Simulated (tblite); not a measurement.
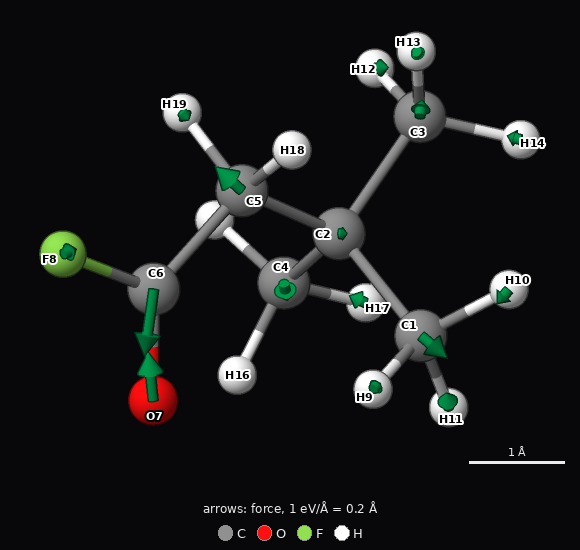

Starting geometry of C6H11FO with the computed forces as green arrows. The picture is a ball-and-stick view, seen from a free direction.

Method: GFN2-xTB geometry optimisation, gas phase (tblite). 

> Is this structure relaxed? If not, where do the atoms go?

It isn't relaxed: the largest force vector, on a C atom, is 3.67 eV/Å. The final displacements have little in common with the starting forces (cosine between the two patterns 0.21). Over 79 geometry steps the energy falls by 59.5 kJ/mol. An H atom moves most after the best rigid fit: 0.79 Å. Largest moves by element: H 0.79 Å, F 0.20 Å, O 0.15 Å, C 0.10 Å. Some distances before and after: C–O 1.220 → 1.178 Å, C–H 1.129 → 1.087 Å, C–C 1.501 → 1.539 Å, C–C 1.469 → 1.487 Å. Bond angles that change, for instance: C–C–F 117.7° → 109.0°, C–C–O 126.3° → 132.8°, C–C–H 105.3° → 110.9°. Groups turn about C–C by about 40°, C–C by about 30°.
